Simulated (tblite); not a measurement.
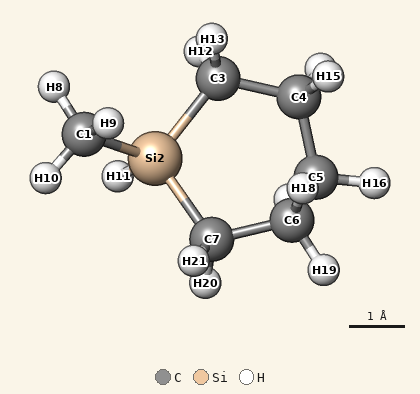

*The structure as given in the input (ball-and-stick view, seen at a tilt; atoms are numbered from 1 in the order of the input).*

## Saddle-point search, with input and output: C6H14Si

- system: C6H14Si, SMILES C[SiH]1CCCCC1
- method: GFN2-xTB saddle search (eigenvector following) and harmonic vibrations, gas phase (tblite 0.8.0)

Input
```
{"job": {"xc": "GFN2-xTB", "basis": "xTB", "kind": "saddle"}, "charge": 0, "multiplicity": 1}
C      2.769877    -0.400260     0.000567
Si     1.013302    -0.188870     0.697782
C      0.284479     1.498765     0.179035
C     -1.195080     1.490774    -0.242592
C     -1.948637     0.196730     0.056943
C     -1.347308    -0.999834    -0.674805
C     -0.152477    -1.569250     0.086557
H      3.412855     0.416325     0.314433
H      2.775455    -0.426886    -1.084886
H      3.218772    -1.322438     0.355444
H      1.092597    -0.234932     2.173373
H      0.410818     2.183459     1.016900
H      0.879991     1.919498    -0.632911
H     -1.714210     2.314482     0.253973
H     -1.264465     1.674448    -1.317505
H     -2.990148     0.330583    -0.249412
H     -1.941889    -0.002028     1.131231
H     -1.039794    -0.685391    -1.675077
H     -2.103863    -1.780026    -0.796916
H     -0.529858    -2.122256     0.947438
H      0.369581    -2.292893    -0.539574
```

The first line tells a small driver script what to run in tblite; the rest is the geometry in Å.

Launch command:
```bash
OMP_NUM_THREADS=1 python <driver script> task.json out
```

The program's output
```
step      E/eV     max force
  0    -590.58907   0.0420
  1    -590.58795   0.0703
  2    -590.58552   0.1694
  3    -590.58746   0.0126
  4    -590.58684   0.0401
  5    -590.58717   0.0067
  6    -590.58694   0.0081
  7    -590.58691   0.0067
  8    -590.58691   0.0000
lowest wavenumbers (cm-1): -94.5 78.0 126.8 158.8 207.5 271.6
```

Trajectory as extended XYZ (Å, eV, eV/Å), 9 frames, from step=0 to step=8
```
21
Properties=species:S:1:pos:R:3:forces:R:3 step=0 energy=-590.58907
C     2.7699   -0.4003    0.0006   -0.0020   0.0130  -0.0020
Si    1.0133   -0.1889    0.6978   -0.0060  -0.0050   0.0050
C     0.2845    1.4988    0.1790    0.0030   0.0010  -0.0160
C    -1.1951    1.4908   -0.2426    0.0130   0.0110   0.0150
C    -1.9486    0.1967    0.0569   -0.0230   0.0100   0.0180
C    -1.3473   -0.9998   -0.6748    0.0260  -0.0150  -0.0090
C    -0.1525   -1.5692    0.0866    0.0000  -0.0020  -0.0020
H     3.4129    0.4163    0.3144   -0.0170  -0.0070  -0.0080
H     2.7755   -0.4269   -1.0849    0.0060   0.0010  -0.0150
H     3.2188   -1.3224    0.3554   -0.0110  -0.0010  -0.0080
H     1.0926   -0.2349    2.1734   -0.0130  -0.0160   0.0040
H     0.4108    2.1835    1.0169    0.0010   0.0330   0.0260
H     0.8800    1.9195   -0.6329   -0.0070  -0.0050   0.0170
H    -1.7142    2.3145    0.2540   -0.0120   0.0000  -0.0200
H    -1.2645    1.6744   -1.3175    0.0010  -0.0120  -0.0110
H    -2.9901    0.3306   -0.2494    0.0190   0.0040   0.0010
H    -1.9419   -0.0020    1.1312    0.0000   0.0300  -0.0060
H    -1.0398   -0.6854   -1.6751    0.0080  -0.0150   0.0100
H    -2.1039   -1.7800   -0.7969   -0.0090   0.0090  -0.0020
H    -0.5299   -2.1223    0.9474    0.0150  -0.0270   0.0100
H     0.3696   -2.2929   -0.5396    0.0080  -0.0080  -0.0080
21
Properties=species:S:1:pos:R:3:forces:R:3 step=1 energy=-590.58795
C     2.7736   -0.3962    0.0444    0.0010   0.0100  -0.0080
Si    0.9990   -0.1881    0.6955    0.0070   0.0000   0.0050
C     0.2940    1.4973    0.1376    0.0180   0.0370  -0.0010
C    -1.1978    1.4931   -0.2401    0.0110   0.0050  -0.0040
C    -1.9416    0.1995    0.0865    0.0000   0.0000   0.0020
C    -1.3648   -0.9991   -0.6647    0.0170  -0.0150   0.0050
C    -0.1401   -1.5743    0.0460   -0.0060  -0.0460   0.0030
H     3.4116    0.4103    0.3928   -0.0140  -0.0150  -0.0080
H     2.8100   -0.4002   -1.0418    0.0000   0.0000   0.0200
H     3.2062   -1.3288    0.3921   -0.0030   0.0060  -0.0070
H     1.0218   -0.2363    2.1738    0.0010  -0.0020  -0.0180
H     0.4599    2.2185    0.9409   -0.0140  -0.0380  -0.0390
H     0.8738    1.8689   -0.7109   -0.0320  -0.0160   0.0500
H    -1.7042    2.3183    0.2668    0.0040  -0.0010  -0.0080
H    -1.2991    1.6713   -1.3142    0.0050  -0.0040   0.0140
H    -2.9921    0.3329   -0.1878    0.0180   0.0000   0.0030
H    -1.9007    0.0068    1.1612   -0.0020   0.0060  -0.0200
H    -1.0916   -0.6835   -1.6749   -0.0040  -0.0060   0.0210
H    -2.1288   -1.7756   -0.7631    0.0090   0.0050   0.0030
H    -0.4782   -2.1833    0.8884    0.0210   0.0370  -0.0560
H     0.3891   -2.2516   -0.6285   -0.0350   0.0390   0.0420
21
Properties=species:S:1:pos:R:3:forces:R:3 step=2 energy=-590.58552
C     2.7779   -0.4000    0.0689   -0.0130  -0.0030  -0.0010
Si    0.9950   -0.1861    0.6945    0.0110   0.0230  -0.0010
C     0.2986    1.4903    0.1001    0.0210   0.1170  -0.0120
C    -1.2104    1.4976   -0.2168    0.0490   0.0610  -0.0190
C    -1.9415    0.1929    0.0932    0.0040  -0.0010  -0.0060
C    -1.3586   -0.9927   -0.6737   -0.0070   0.0100   0.0030
C    -0.1367   -1.5724    0.0350    0.0040   0.0200   0.0060
H     3.4106    0.4093    0.4171    0.0030   0.0070   0.0020
H     2.8274   -0.4142   -1.0161   -0.0010   0.0010   0.0000
H     3.2068   -1.3290    0.4298   -0.0020  -0.0030   0.0000
H     0.9949   -0.2199    2.1728    0.0010   0.0000  -0.0110
H     0.5124    2.2438    0.8665   -0.0430  -0.1060  -0.1250
H     0.8531    1.8138   -0.7882   -0.0920  -0.0440   0.1300
H    -1.6998    2.3027    0.3406    0.0460  -0.0410  -0.0360
H    -1.3555    1.7152   -1.2807    0.0200  -0.0110   0.0780
H    -2.9934    0.3234   -0.1747    0.0000  -0.0030  -0.0010
H    -1.8958   -0.0141    1.1644    0.0010   0.0020   0.0010
H    -1.0825   -0.6617   -1.6771    0.0030   0.0010  -0.0080
H    -2.1188   -1.7701   -0.7857   -0.0110  -0.0070  -0.0020
H    -0.4767   -2.1849    0.8704   -0.0050  -0.0150   0.0180
H     0.3930   -2.2441   -0.6403    0.0110  -0.0070  -0.0140
21
Properties=species:S:1:pos:R:3:forces:R:3 step=3 energy=-590.58746
C     2.7753   -0.3977    0.0557   -0.0010   0.0000  -0.0010
Si    0.9973   -0.1868    0.6946    0.0010   0.0010   0.0000
C     0.2954    1.4941    0.1219    0.0000   0.0080   0.0010
C    -1.2020    1.4948   -0.2319    0.0030   0.0050  -0.0020
C    -1.9411    0.1975    0.0902    0.0000   0.0010  -0.0010
C    -1.3635   -0.9969   -0.6666    0.0000   0.0000   0.0000
C    -0.1377   -1.5727    0.0397    0.0000   0.0000   0.0010
H     3.4113    0.4080    0.4074    0.0000   0.0000  -0.0010
H     2.8188   -0.4027   -1.0296   -0.0010   0.0010   0.0000
H     3.2045   -1.3304    0.4066    0.0000   0.0000  -0.0020
H     1.0095   -0.2298    2.1721    0.0010  -0.0010  -0.0010
H     0.4792    2.2269    0.9086   -0.0040  -0.0070  -0.0050
H     0.8637    1.8456   -0.7408   -0.0060  -0.0010   0.0110
H    -1.7007    2.3132    0.2935    0.0040  -0.0040  -0.0070
H    -1.3203    1.6870   -1.3015    0.0040  -0.0030   0.0060
H    -2.9920    0.3299   -0.1807    0.0000   0.0000  -0.0010
H    -1.8974    0.0006    1.1634    0.0000   0.0010  -0.0010
H    -1.0924   -0.6767   -1.6752    0.0000  -0.0010   0.0010
H    -2.1262   -1.7742   -0.7670    0.0000   0.0000   0.0010
H    -0.4730   -2.1860    0.8772    0.0000   0.0000   0.0010
H     0.3914   -2.2438   -0.6377    0.0000   0.0000   0.0010
21
Properties=species:S:1:pos:R:3:forces:R:3 step=4 energy=-590.58684
C     2.7775   -0.3989    0.0702   -0.0010   0.0000  -0.0010
Si    0.9948   -0.1855    0.6949    0.0020   0.0050   0.0000
C     0.2977    1.4897    0.1009    0.0040   0.0290  -0.0040
C    -1.2080    1.4972   -0.2194    0.0080   0.0170  -0.0060
C    -1.9412    0.1944    0.0946    0.0010   0.0010  -0.0020
C    -1.3614   -0.9933   -0.6711   -0.0010   0.0010   0.0000
C    -0.1356   -1.5718    0.0330    0.0000  -0.0010   0.0000
H     3.4115    0.4071    0.4246    0.0000   0.0000   0.0000
H     2.8285   -0.4061   -1.0148    0.0000   0.0000   0.0010
H     3.2037   -1.3312    0.4258    0.0000   0.0010  -0.0010
H     0.9940   -0.2204    2.1726    0.0000   0.0000  -0.0020
H     0.5079    2.2411    0.8644   -0.0110  -0.0250  -0.0290
H     0.8510    1.8122   -0.7838   -0.0220  -0.0100   0.0320
H    -1.6957    2.3053    0.3325    0.0140  -0.0160  -0.0130
H    -1.3496    1.7099   -1.2829    0.0060  -0.0030   0.0250
H    -2.9934    0.3254   -0.1721    0.0010   0.0000   0.0000
H    -1.8941   -0.0102    1.1663    0.0000   0.0010  -0.0020
H    -1.0894   -0.6651   -1.6769   -0.0010  -0.0010   0.0020
H    -2.1227   -1.7710   -0.7781    0.0000   0.0010   0.0000
H    -0.4706   -2.1904    0.8669    0.0000   0.0010  -0.0010
H     0.3953   -2.2382   -0.6477   -0.0010   0.0010   0.0010
21
Properties=species:S:1:pos:R:3:forces:R:3 step=5 energy=-590.58717
C     2.7762   -0.3980    0.0616    0.0000   0.0000  -0.0010
Si    0.9963   -0.1862    0.6948    0.0000  -0.0010   0.0000
C     0.2961    1.4922    0.1136   -0.0010  -0.0040   0.0020
C    -1.2041    1.4957   -0.2270   -0.0010  -0.0030   0.0000
C    -1.9412    0.1964    0.0919    0.0000   0.0000   0.0000
C    -1.3629   -0.9955   -0.6682    0.0000   0.0000   0.0000
C    -0.1368   -1.5722    0.0369    0.0000   0.0000   0.0000
H     3.4115    0.4074    0.4151    0.0000   0.0000  -0.0010
H     2.8228   -0.4030   -1.0235   -0.0010   0.0000  -0.0010
H     3.2039   -1.3309    0.4137    0.0000   0.0000  -0.0010
H     1.0034   -0.2260    2.1723    0.0010  -0.0010   0.0000
H     0.4901    2.2321    0.8903    0.0000   0.0030   0.0060
H     0.8580    1.8318   -0.7575    0.0030   0.0030  -0.0020
H    -1.6979    2.3100    0.3085   -0.0020   0.0030   0.0000
H    -1.3313    1.6958   -1.2938    0.0010  -0.0010  -0.0050
H    -2.9925    0.3283   -0.1773    0.0000   0.0000  -0.0010
H    -1.8961   -0.0034    1.1646    0.0000   0.0010   0.0000
H    -1.0918   -0.6724   -1.6758    0.0000  -0.0010   0.0000
H    -2.1250   -1.7729   -0.7708    0.0000   0.0000   0.0010
H    -0.4716   -2.1880    0.8728    0.0000   0.0000   0.0010
H     0.3930   -2.2411   -0.6421    0.0000   0.0000   0.0010
21
Properties=species:S:1:pos:R:3:forces:R:3 step=6 energy=-590.58694
C     2.7765   -0.3986    0.0676    0.0000   0.0000   0.0000
Si    0.9952   -0.1855    0.6962    0.0000   0.0010   0.0000
C     0.2972    1.4894    0.1029    0.0010   0.0060  -0.0010
C    -1.2076    1.4972   -0.2188    0.0010   0.0040  -0.0010
C    -1.9415    0.1942    0.0926    0.0000   0.0010  -0.0010
C    -1.3597   -0.9933   -0.6718    0.0000   0.0000   0.0000
C    -0.1362   -1.5719    0.0361    0.0000   0.0000   0.0000
H     3.4113    0.4073    0.4208    0.0000   0.0000   0.0000
H     2.8251   -0.4054   -1.0175    0.0000   0.0000   0.0000
H     3.2036   -1.3310    0.4219    0.0000   0.0000   0.0000
H     0.9973   -0.2204    2.1737    0.0000   0.0000   0.0000
H     0.5062    2.2400    0.8659   -0.0030  -0.0050  -0.0050
H     0.8505    1.8120   -0.7806   -0.0040  -0.0010   0.0070
H    -1.6952    2.3043    0.3334    0.0030  -0.0040  -0.0030
H    -1.3479    1.7114   -1.2816    0.0020  -0.0010   0.0050
H    -2.9930    0.3253   -0.1768    0.0000   0.0000   0.0000
H    -1.8971   -0.0107    1.1644    0.0000   0.0000  -0.0010
H    -1.0847   -0.6650   -1.6766    0.0000   0.0000   0.0010
H    -2.1208   -1.7708   -0.7810    0.0000   0.0000   0.0000
H    -0.4739   -2.1876    0.8709    0.0000   0.0000   0.0000
H     0.3949   -2.2409   -0.6417    0.0000   0.0000   0.0000
21
Properties=species:S:1:pos:R:3:forces:R:3 step=7 energy=-590.58691
C     2.7772   -0.3990    0.0717    0.0000   0.0000   0.0000
Si    0.9945   -0.1850    0.6963    0.0000   0.0010   0.0000
C     0.2977    1.4879    0.0966    0.0010   0.0040  -0.0010
C    -1.2093    1.4979   -0.2148    0.0010   0.0030  -0.0010
C    -1.9416    0.1933    0.0937    0.0000   0.0000   0.0000
C    -1.3589   -0.9921   -0.6733    0.0000   0.0000   0.0000
C    -0.1356   -1.5715    0.0344    0.0000   0.0000   0.0000
H     3.4113    0.4074    0.4251    0.0000   0.0000   0.0000
H     2.8278   -0.4072   -1.0132    0.0000   0.0000   0.0000
H     3.2035   -1.3310    0.4280    0.0000   0.0000   0.0000
H     0.9930   -0.2173    2.1738    0.0000   0.0000   0.0000
H     0.5144    2.2438    0.8522   -0.0020  -0.0040  -0.0050
H     0.8460    1.8017   -0.7931   -0.0030  -0.0020   0.0050
H    -1.6931    2.3015    0.3456    0.0020  -0.0030  -0.0020
H    -1.3565    1.7188   -1.2752    0.0010   0.0000   0.0040
H    -2.9934    0.3240   -0.1748    0.0000   0.0000   0.0000
H    -1.8965   -0.0140    1.1649    0.0000   0.0000   0.0000
H    -1.0834   -0.6614   -1.6772    0.0000   0.0000   0.0000
H    -2.1196   -1.7698   -0.7848    0.0000   0.0000   0.0000
H    -0.4736   -2.1885    0.8682    0.0000   0.0000   0.0000
H     0.3960   -2.2395   -0.6442    0.0000   0.0000   0.0000
21
Properties=species:S:1:pos:R:3:forces:R:3 step=8 energy=-590.58691
C     2.7771   -0.3989    0.0715    0.0000   0.0000   0.0000
Si    0.9946   -0.1850    0.6964    0.0000   0.0000   0.0000
C     0.2976    1.4879    0.0969    0.0000   0.0000   0.0000
C    -1.2091    1.4979   -0.2149    0.0000   0.0000   0.0000
C    -1.9417    0.1933    0.0935    0.0000   0.0000   0.0000
C    -1.3589   -0.9921   -0.6732    0.0000   0.0000   0.0000
C    -0.1356   -1.5715    0.0346    0.0000   0.0000   0.0000
H     3.4112    0.4074    0.4248    0.0000   0.0000   0.0000
H     2.8275   -0.4070   -1.0135    0.0000   0.0000   0.0000
H     3.2035   -1.3309    0.4275    0.0000   0.0000   0.0000
H     0.9934   -0.2174    2.1739    0.0000   0.0000   0.0000
H     0.5139    2.2435    0.8526    0.0000   0.0000   0.0000
H     0.8460    1.8020   -0.7924    0.0000   0.0000   0.0000
H    -1.6930    2.3015    0.3453    0.0000   0.0000   0.0000
H    -1.3560    1.7187   -1.2753    0.0000   0.0000   0.0000
H    -2.9933    0.3241   -0.1752    0.0000   0.0000   0.0000
H    -1.8968   -0.0139    1.1648    0.0000   0.0000   0.0000
H    -1.0832   -0.6615   -1.6772    0.0000   0.0000   0.0000
H    -2.1195   -1.7698   -0.7848    0.0000   0.0000   0.0000
H    -0.4737   -2.1883    0.8685    0.0000   0.0000   0.0000
H     0.3960   -2.2396   -0.6438    0.0000   0.0000   0.0000
```

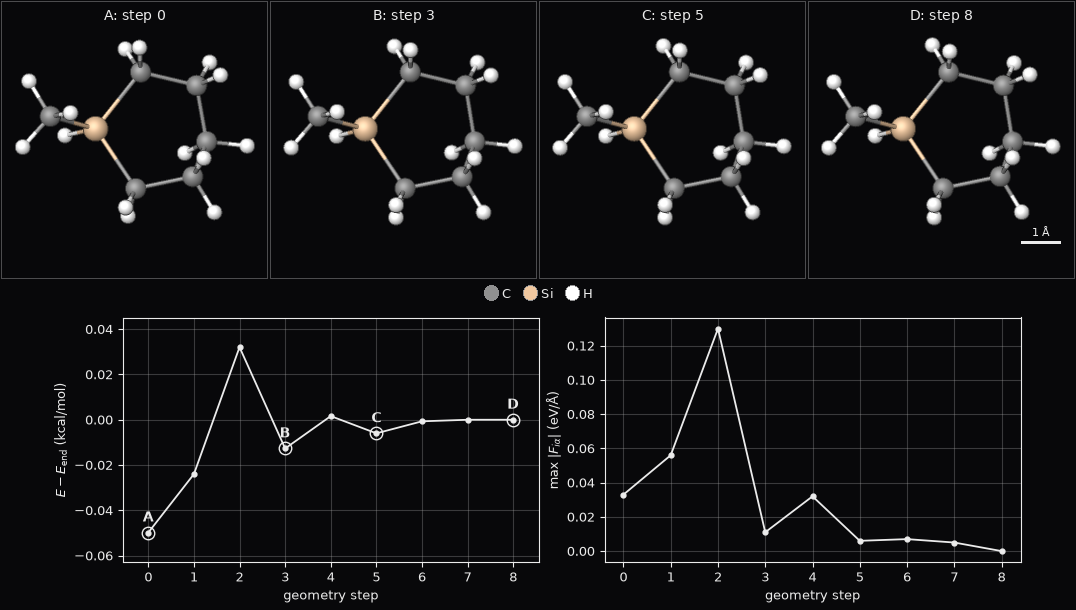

*Frames of the saddle-point search (ball-and-stick view, seen at a tilt) above the curves, on which the letters mark them (steps are counted from 0).*

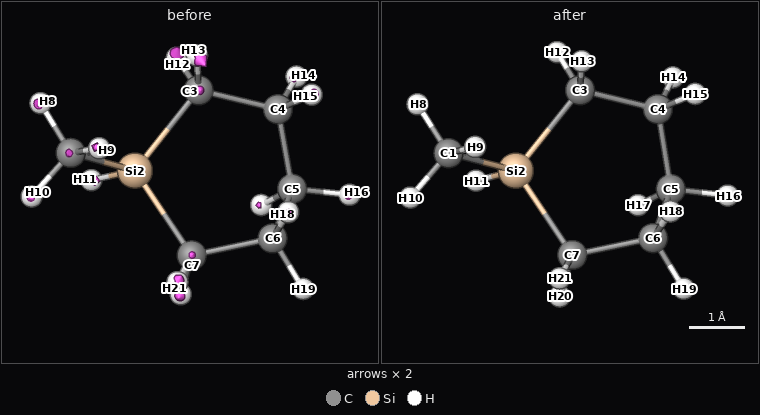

*Before (left) and after (right) the saddle-point search, at one scale (ball-and-stick view, seen at a tilt). The pink arrows give the displacements, magnified 2 times.*

The largest moves after the best rigid fit, 0.20 Å, are those of H12 and H13. Largest moves by element: H 0.20 Å, C 0.08 Å, Si 0.02 Å. Over 8 geometry steps the energy rises by 0.05 kcal/mol. The largest force component goes from 0.033 to under 0.0001 eV/Å. (Atoms are counted from 1 in the order of the input.)

Summary

```tsv
quantity	value
outcome	converged
total energy	−590.5869 eV
point group	C1
hardware	1 CPU thread, shared host
wall time	8.6 s
peak memory	0.2 GiB
```
